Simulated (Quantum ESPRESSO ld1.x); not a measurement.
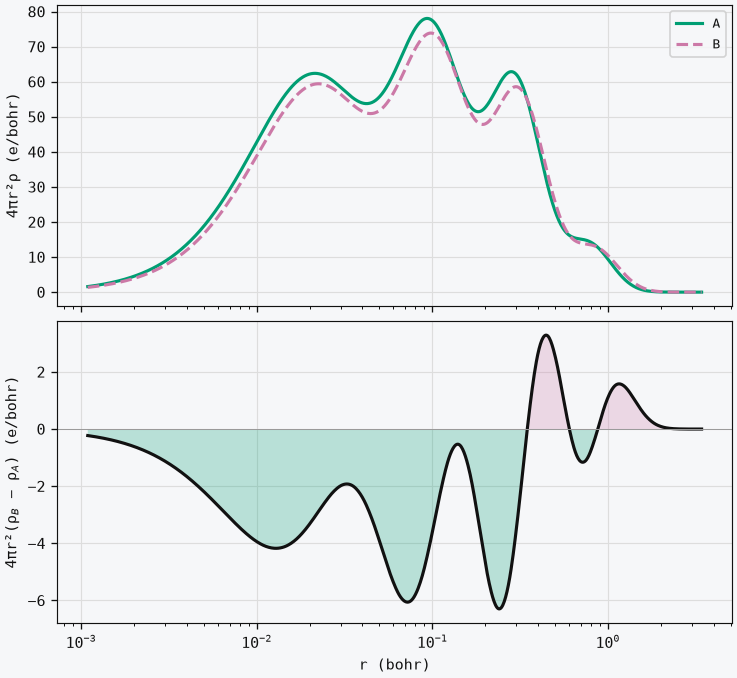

Two nuclei with the same 36 electrons, [Kr], were computed: Cd¹²⁺; Pd¹⁰⁺. Level of theory: Dirac Kohn-Sham, BLYP, spin-unpolarised, spherical densities, point nucleus. Computed with Quantum ESPRESSO ld1.x 7.5.

The plot shows both radial densities and the radial density of run B less that of run A; on the logarithmic r axis, areas aren't charges.

Which run is A and which is B? Where does the charge move?

Answer. A is Cd¹²⁺; B is Pd¹⁰⁺. B holds 1.4 electrons more than A where the difference is positive (most at r = 0.44 bohr) and 1.4 electrons fewer where it is negative (most at r = 0.24 bohr), with no net change. The larger nuclear charge draws every shell in.
